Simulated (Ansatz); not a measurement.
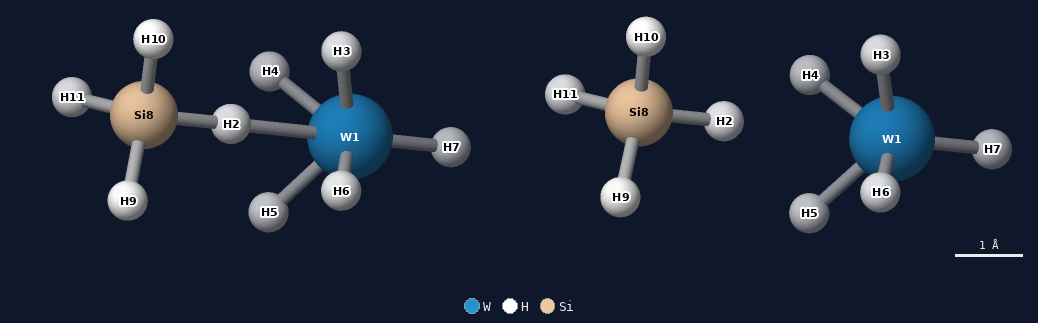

Two geometries of WSiH9 (multiplicity 2), drawn at one scale. One is the start of a relaxation, the other its converged end. A ball-and-stick model, seen at a tilt.

Level of theory: UKS r2SCAN/def2-SVP (Ansatz). Settings: collinear spin; force threshold 0.03 eV/Å; at most 50 steps.

Question: Which of the two is the end point?

Answer: The left one is the relaxed one. The run prepares an end point of a later path (reaction) calculation, from a guessed geometry. The energy falls by 14.6 kJ/mol in 4 accepted moves (5 points after the start). Largest force component: 0.52 eV/Å at the start, 0.025 eV/Å at the end. The line search rejected the trial step at point 3 of the run. The largest moves after the best rigid fit, 0.45 Å, are those of H2, H9, H10 and H11. Largest moves by element: H 0.45 Å, Si 0.42 Å, W 0.40 Å. Some distances before and after: W1–H2 2.917 → 2.065 Å, W1–Si8 4.389 → 3.572 Å, H2–Si8 1.472 → 1.507 Å, W1–H7 1.730 → 1.747 Å. New bonds form, among them: W1–H2 (2.92 → 2.07 Å). Among the angles between lasting bonds that change: H3–W1–H5 122.2° → 125.1°.

Limits of the set-up: the start holds two separate molecules, 2.6 Å apart at their closest, whose relative position is a soft coordinate and is computed without a dispersion correction.
